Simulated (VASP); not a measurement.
Band structure of MoS2 (2H layered). Method: vdW-DF-cx, VASP's PBE PAW potentials (set 64) (plane waves; VASP).

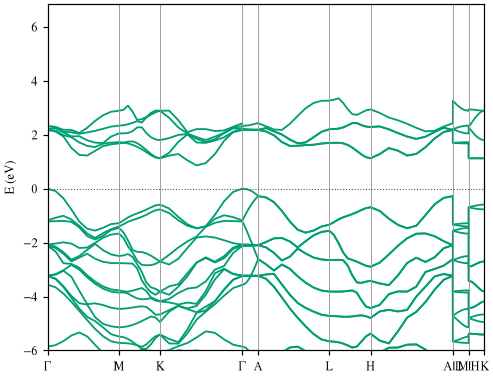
Figure. Bands along high-symmetry lines, zero at the valence-band maximum or, without a gap, the Fermi level

Task: Read the plot: is there a gap, and where are the band edges?

Result: The gap is indirect, 0.86 eV, from the valence maximum at Γ to the conduction minimum at K-Γ at 0.44. (Edges off the drawn lines would not show.)

Measured: gap 1.29 eV (computed value off by -0.43 eV), as given by Wei Chen et al., Physical Review Materials (2018), doi:10.1103/physrevmaterials.2.073803.

The compound is MoS2 in the 2H layered structure. It was relaxed first.
